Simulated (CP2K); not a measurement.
# GFN1-xTB run of SnSe (SMILES [Se][Sn])

What is the energy change on altering one bond length of SnSe at GFN1-xTB? 

The calculation is run with CP2K 2026.2.

4 further runs of the same task are left out: 1 that didn't finish, 3 set aside as unsound or not needed.

### 1 The system as given

SnSe has 2 atoms, charge 0, and is taken as a singlet. As SMILES, `[Se][Sn]`. The shape comes from GFN2-xTB, which is rough for such elements, and wasn't checked as a minimum.

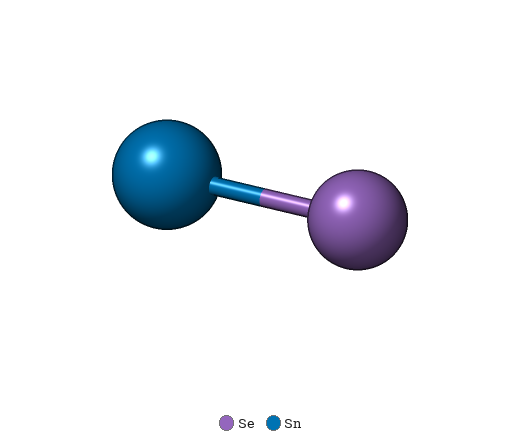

The structure, seen from a chosen angle (selenium purple, tin blue).

### 2 Energy and gradient at GFN1-xTB

Input file molecule.xyz:

```xyz
2

Se     0.000000     0.000000     0.000000
Sn     0.000000     0.000000     2.338340
```

Input file calc.inp:

```
&global
  project_name calc
  run_type ENERGY_FORCE
  print_level MEDIUM
&end global
&force_eval
  method QS
  &dft
    charge 0
    multiplicity 1
    &qs
      method XTB
      eps_default 1.0E-10
      &xtb
        gfn_type TBLITE
        &tblite
          method GFN1
        &end tblite
        check_atomic_charges F
      &end xtb
    &end qs
    &poisson
      periodic NONE
      poisson_solver ANALYTIC
    &end poisson
    &scf
      scf_guess ATOMIC
      eps_scf 1.0E-07
      max_scf 150
      added_mos 4
      &diagonalization
        algorithm STANDARD
      &end diagonalization
      &mixing
        method DIRECT_P_MIXING
        alpha 0.4
      &end mixing
      &smear ON
        method FERMI_DIRAC
        electronic_temperature [K] 300
      &end smear
    &end scf
    &print
      &moments
        periodic F
        reference COM
        max_moment 1
      &end moments
      &mo ON
        energies T
        occupation_numbers T
        ndigits 6
        &each
          qs_scf 0
        &end each
        add_last NUMERIC
      &end mo
      &hirshfeld OFF
      &end hirshfeld
    &end print
  &end dft
  &subsys
    &cell
      abc [angstrom] 12 12 14.3
      periodic NONE
    &end cell
    &topology
      coord_file_name molecule.xyz
      coord_file_format XYZ
      &center_coordinates
      &end center_coordinates
    &end topology
  &end subsys
  &print
    &forces ON
    &end forces
  &end print
&end force_eval
```

Started as:

```bash
$ OMP_NUM_THREADS=1 cp2k.psmp -i calc.inp > calc.out 2>&1
```

Output:

```text
CP2K| version string:                                       CP2K version 2026.2
[...]
 GLOBAL| Method name                                                        CP2K
[...]
 GLOBAL| Run type                                                   ENERGY_FORCE
[...]
                             - Atoms:                                          2
[...]
                             - Spherical basis functions:                     18
[...]
 Number of electrons:                                                         10
[...]
  *** SCF run converged in    15 steps ***
[...]
  Fermi energy:                                                -0.29433586757868
[...]
 TB_DIPOLE| Moment [Debye]          0.00000000       0.00000000       1.50363429
 TB_DIPOLE| Derivative [a.u.]       0.00000000       0.00000000       0.00000000
[...]
 ENERGY| Total FORCE_EVAL ( QS ) energy [hartree]             -5.839214872413558
 FORCES| Atomic forces [hartree/bohr]
 FORCES|   Atom     x               y               z               |f|
 FORCES|      1 -8.12708530E-17  5.91630698E-18  4.75486707E-04   4.75486707E-04
 FORCES|      2  8.12708530E-17 -5.91630698E-18 -4.75486707E-04   4.75486707E-04
 FORCES| Sum     0.00000000E+00  0.00000000E+00  0.00000000E+00
 FORCES| Total atomic force                                       0.00000000E+00
[...]
```

Run time: 1.1 s. Hardware: 1 thread of Intel Xeon Platinum 8259CL at 2.50GHz (Skylake/Cascade Lake), shared host; peak memory 0.19 GiB.

### 3 The distorted shape

Input file molecule.xyz:

```xyz
2

Se     0.029747     0.101219    -0.046592
Sn    -0.006512    -0.065952     2.368335
```

Input file job.inp:

```
&FORCE_EVAL
  METHOD QS
  &DFT
    &QS
      METHOD XTB
      EPS_DEFAULT 1.0E-10
      &XTB
        GFN_TYPE TBLITE
        &TBLITE
          METHOD GFN1
        &END TBLITE
        CHECK_ATOMIC_CHARGES F
      &END XTB
    &END QS
    &POISSON
      PERIODIC NONE
      POISSON_SOLVER ANALYTIC
    &END POISSON
    &SCF
      SCF_GUESS ATOMIC
      EPS_SCF 1.0E-07
      MAX_SCF 150
      ADDED_MOS 4
      &DIAGONALIZATION
        ALGORITHM STANDARD
      &END DIAGONALIZATION
      &MIXING
        METHOD DIRECT_P_MIXING
        ALPHA 0.4
      &END MIXING
      &SMEAR ON
        METHOD FERMI_DIRAC
        ELECTRONIC_TEMPERATURE [K] 300
      &END SMEAR
    &END SCF
    &PRINT
      &MOMENTS
        PERIODIC F
        REFERENCE COM
        MAX_MOMENT 1
      &END MOMENTS
      &MO ON
        ENERGIES T
        OCCUPATION_NUMBERS T
        NDIGITS 6
        &EACH
          QS_SCF 0
        &END EACH
        ADD_LAST NUMERIC
      &END MO
      &HIRSHFELD OFF
      &END HIRSHFELD
    &END PRINT
  &END DFT
  &SUBSYS
    &CELL
      ABC 12 12.2 14.4
      PERIODIC NONE
    &END CELL
    &TOPOLOGY
      COORD_FILE_NAME molecule.xyz
      COORD_FILE_FORMAT XYZ
      &CENTER_COORDINATES
      &END CENTER_COORDINATES
    &END TOPOLOGY
  &END SUBSYS
  &PRINT
    &FORCES ON
    &END FORCES
  &END PRINT
&END FORCE_EVAL

&GLOBAL
  PROJECT_NAME job
  RUN_TYPE ENERGY_FORCE
  PRINT_LEVEL MEDIUM
&END GLOBAL
```

Started as:

```bash
$ OMP_NUM_THREADS=1 cp2k.psmp job.inp > job.out
```

Output:

```text
CP2K| version string:                                       CP2K version 2026.2
[...]
 GLOBAL| Method name                                                        CP2K
[...]
 GLOBAL| Run type                                                   ENERGY_FORCE
[...]
                             - Atoms:                                          2
[...]
                             - Spherical basis functions:                     18
[...]
 Number of electrons:                                                         10
[...]
  *** SCF run converged in    16 steps ***
[...]
  Fermi energy:                                                -0.29947176013186
[...]
 TB_DIPOLE| Moment [Debye]         -0.02544934      -0.11733341       1.69498064
 TB_DIPOLE| Derivative [a.u.]       0.00000000       0.00000000       0.00000000
[...]
 ENERGY| Total FORCE_EVAL ( QS ) energy [hartree]             -5.836466566312911
 FORCES| Atomic forces [hartree/bohr]
 FORCES|   Atom     x               y               z               |f|
 FORCES|      1 -4.89307542E-04 -2.25593732E-03  3.25889295E-02   3.26705831E-02
 FORCES|      2  4.89307542E-04  2.25593732E-03 -3.25889295E-02   3.26705831E-02
 FORCES| Sum     0.00000000E+00  0.00000000E+00  0.00000000E+00
 FORCES| Total atomic force                                       0.00000000E+00
[...]
```

Wall time 1.1 s (1 thread of Intel Xeon Platinum 8259CL at 2.50GHz (Skylake/Cascade Lake), shared host); peak memory 0.19 GiB.

### 4 Results

At GFN1-xTB:

| quantity | value |
| --- | --- |
| first shape: total energy | -5.83921 Eh |
| first shape: dipole moment (from atomic charges alone) | 1.50 D |
| first shape: HOMO energy | -10.22 eV |
| first shape: LUMO energy | -7.08 eV |
| first shape: HOMO–LUMO gap | 3.14 eV |
| first shape: largest force on an atom | 0.024 eV/Å |
| distorted shape: total energy | -5.83647 Eh |
| distorted shape: dipole moment (from atomic charges alone) | 1.70 D |
| distorted shape: HOMO energy | -10.03 eV |
| distorted shape: LUMO energy | -7.22 eV |
| distorted shape: HOMO–LUMO gap | 2.81 eV |
| distorted shape: largest force on an atom | 1.680 eV/Å |
| energy change with the Se1–Sn2 bond stretched from 2.338 to 2.421 Å | 0.075 eV |

**Reading.** With the Se1–Sn2 bond stretched from 2.338 to 2.421 Å the energy rises by 0.07 eV (7.2 kJ/mol). The dipole (first shape) comes from point charges on the atoms alone, without atomic dipoles, so it is partial. The dipole (distorted shape) comes from point charges on the atoms alone, without atomic dipoles, so it is partial.
